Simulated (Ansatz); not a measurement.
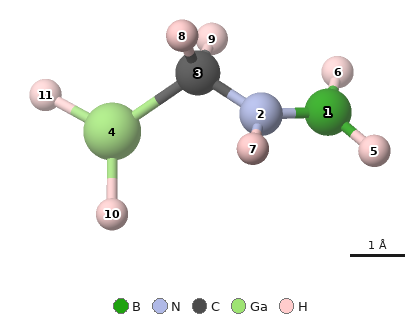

Fig. 1: The structure (ball-and-stick view, seen at a tilt; atoms are numbered from 1 in the order of the input). Sticks mark near contacts.

**CH$_{7}$BGaN: single-point calculation**

CH$_{7}$BGaN, SMILES BN[CH2][GaH2], computed with RKS PBE0-D4/def2-TZVPP (Ansatz 0.2.0).

The geometry comes from this level: PBE0-D4/def2-TZVP.

Input file:
```yaml
crystal:
  periodic: [false, false, false]
  atoms:
    - {symbol: B, position_ang: [-0.644069, 1.806896, 0.627681]}
    - {symbol: N, position_ang: [0.274544, 0.799084, 0.396384]}
    - {symbol: C, position_ang: [0.038662, -0.630510, 0.452879]}
    - {symbol: Ga, position_ang: [0.413413, -1.611108, -1.235598]}
    - {symbol: H, position_ang: [-0.291008, 2.945278, 0.514140]}
    - {symbol: H, position_ang: [-1.766333, 1.510415, 0.928669]}
    - {symbol: H, position_ang: [1.211634, 1.051458, 0.121282]}
    - {symbol: H, position_ang: [0.623319, -1.094975, 1.259277]}
    - {symbol: H, position_ang: [-1.008962, -0.795191, 0.720193]}
    - {symbol: H, position_ang: [1.209583, -0.881653, -2.379365]}
    - {symbol: H, position_ang: [-0.060792, -3.099684, -1.405531]}
basis:
  gaussian: {orbitals: def2-TZVPP}
hamiltonian: {xc: pbe0, dispersion: d4}
output: {orbitals: {seedname: orbitals}}
```

Hardware: 4 threads of Arm Neoverse V2, 23 GiB of memory available, shared host.

Launched with:
```bash
ansatz run in.yaml --threads 4 --pin off --events-out ev --progress --plain --max-ram 10444MiB
```

Log:
```
Functional definition: PBE0
  name "PBE0"
  cite "Adamo & Barone, J. Chem. Phys. 110, 6158 (1999) doi:10.1063/1.478522"
  cite "Perdew, Burke & Ernzerhof, Phys. Rev. Lett. 77, 3865 (1996) doi:10.1103/PhysRevLett.77.3865"
  parent pbe
  parameter a = 0.25
  parameter kappa = 0.804
  parameter beta = 0.06672455060314922
  exchange = (1 - a)*pbe_x(kappa = kappa, mu = beta*pi^2/3) + a*exact_x
  correlation = pbe_c(beta = beta)
1330 factors; their error is unknown
mean field evaluation 1: about -55677.3696 eV, gradient 6.3e1 eV
mean field evaluation 2: about -55665.8689 eV, gradient 9.4e1 eV
mean field evaluation 4: about -55685.3378 eV, gradient 5.4e0 eV
mean field evaluation 8: about -55685.3923 eV, gradient 4.5e-2 eV
mean field evaluation 16: about -55685.5783 eV, gradient 2.6e-5 eV
mean field -55685.57830436 eV, -2046.4072576448 hartree, gradient 2.6e-5 eV, S^2 0.000000; 0 other end points of the search recorded, 0 dependent functions left out
reference -55685.57834279 eV, -2046.4072590569 hartree; 28, 28 occupied and 211, 211 virtual orbitals, 1330 factors
Total energy: -55685.74870493 eV, -2046.4135197501 hartree
```

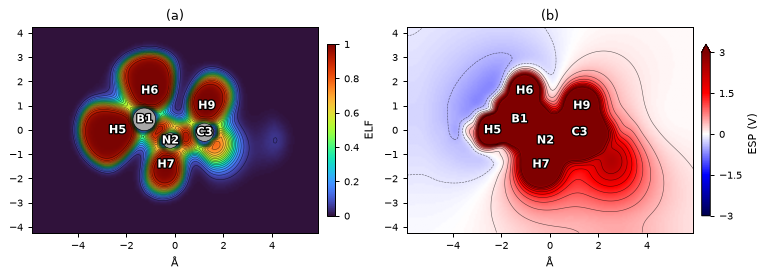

Fig. 2: (a) ELF; (b) electrostatic potential on the plane of atoms B1, N2 and H7. Grey discs, where drawn, cover atomic cores. N–H (1.01 Å): the ELF climbs to about 1 towards the hydrogen, as it does in any bond to H; a covalent bond by its length. C–H (1.09 Å): the ELF climbs to about 1 towards the hydrogen; a covalent bond by its length. B–H (1.20 Å): the ELF climbs to about 1 towards the hydrogen (a covalent bond by its length).

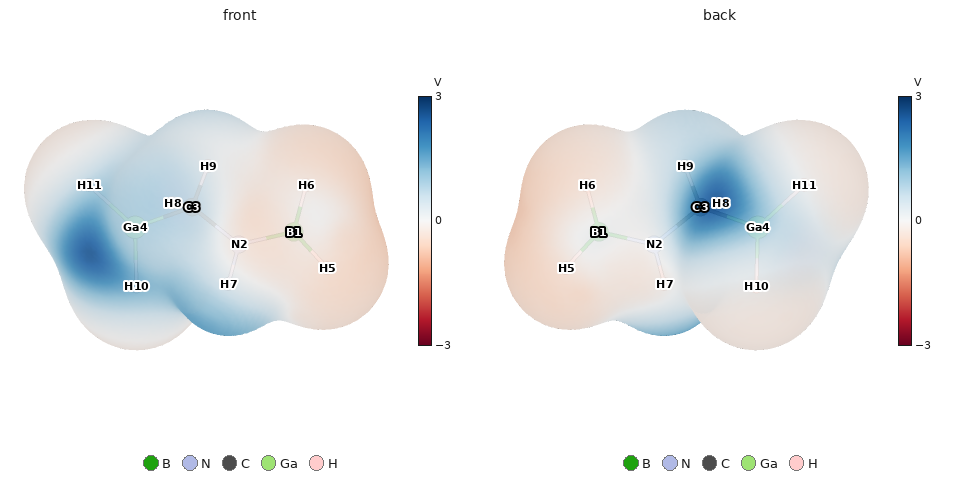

Fig. 3: The electrostatic potential painted on the density surface at 0.001 e/bohr³, seen at a tilt and from behind; the colour scale runs from red (negative) to blue (positive).

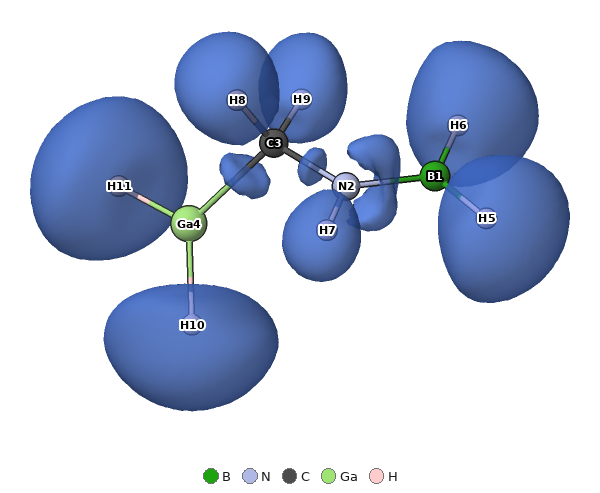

Fig. 4: Isosurface of the ELF at 0.85 (blue), seen at a tilt. Core shells and regions of very low density are left out. Values along the shortest contacts: B–N (1.38 Å): the ELF peaks at about 0.90 between the atoms, which marks a shared but strongly polarised pair.

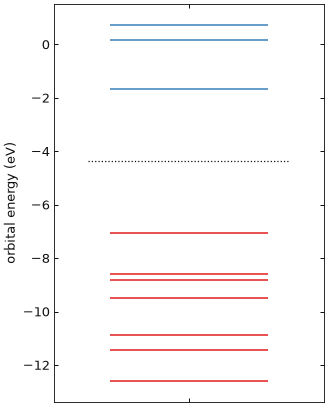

Fig. 5: Orbital energies near the frontier; the dotted line parts filled from empty levels, and levels within 0.02 eV of each other stand side by side. Highest filled −7.06 eV, lowest empty −1.68 eV, 5.38 eV apart.

Summary:

```csv
quantity,value
outcome,converged
total energy,−55685.7487 eV
mean-field energy,−55685.5783 eV
dispersion energy,−0.1704 eV
SCF solution under orbital rotations,stable
HOMO,−7.06 eV
LUMO,−1.68 eV
wall time,3.1 s (CPU time 11 s)
peak memory,0.57 GiB
```
